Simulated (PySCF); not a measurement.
**CH5FS, a complex of two parts: interaction energy**

Wanted: the interaction energy for `CF` with `S`.

Computed with PySCF 2.14.0; each step states its level. No surroundings beyond the atoms listed, unless a continuum is named. Atoms count from 0, parts from 1.

### Step 1. Starting point

8 atoms, charge 0, multiplicity 1; geometry: GFN2-xTB. Parts: 1 = atoms 0–4, `CF`, charge 0; 2 = atoms 5–7, `S`, charge 0.

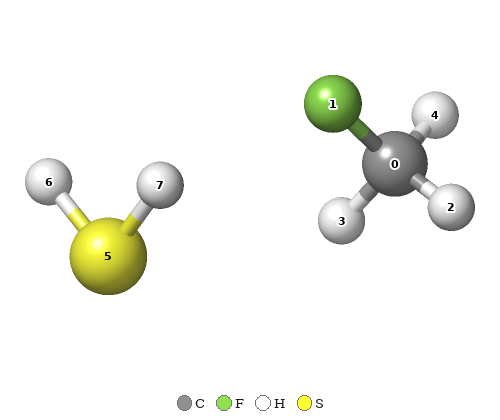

The starting geometry (carbon grey, fluorine green, hydrogen white, sulfur yellow), atoms numbered.

### Step 2. Geometry optimisation at PBE0-D3(BJ)/def2-SVPD

The job: settings as JSON, then the geometry in Å.

```
{"job": {"xc": "PBE0", "basis": "def2-SVPD", "d3": "d3bj", "grid": 2, "kind": "geom", "shake": 0.01}, "charge": 0, "multiplicity": 1, "parts": [{"atoms": "0-4", "charge": 0, "multiplicity": 1}, {"atoms": "5-7", "charge": 0, "multiplicity": 1}]}
C     -0.099052    -0.112694     0.001740
F      1.219177    -0.098694     0.248550
H     -0.660930    -0.186977     0.941144
H     -0.330502     0.862653    -0.487098
H     -0.344597    -0.935201    -0.669297
S      1.598876     3.253249    -0.680374
H      2.467736     3.072200    -1.676010
H      2.044619     2.167052    -0.054842
```

Command:

```console
$ OMP_NUM_THREADS=1 python cluster_run.py task.json out
```

One launch serves the whole session: the jobs run in the order shown.

**Question.** The jobs that follow are: CCSD(T)/aug-cc-pVDZ and MP2/aug-cc-pVTZ counterpoise interaction energy, frozen core, gas phase. Predict: point group; rotational constants (main isotopes); interaction energy, CCSD(T) limit estimate; MP2/aug-cc-pVTZ; T1 diagnostic.

**Answer**, as computed:

| quantity | value |
| --- | --- |
| point group | C1 |
| rotational constants (main isotopes) | 24.95, 2.25, 2.12 GHz |
| interaction energy, CCSD(T) limit estimate | -2.20 kcal/mol |
| MP2/aug-cc-pVTZ | -2.18 kcal/mol |
| T1 diagnostic | 0.0110 |

What this shows: The optimisation took 9 steps and gained 0.068 eV; among the close pairs (by a distance rule), C0–F1 changed most, from 1.341 to 1.384 Å. No frequency check was run at this level, so the end point may be a saddle. The estimate adds CCSD(T) less MP2 in the small basis (+0.14 kcal/mol) to extrapolated MP2. Hartree-Fock gives -0.28 against -2.20 kcal/mol, so correlation carries most of the binding.
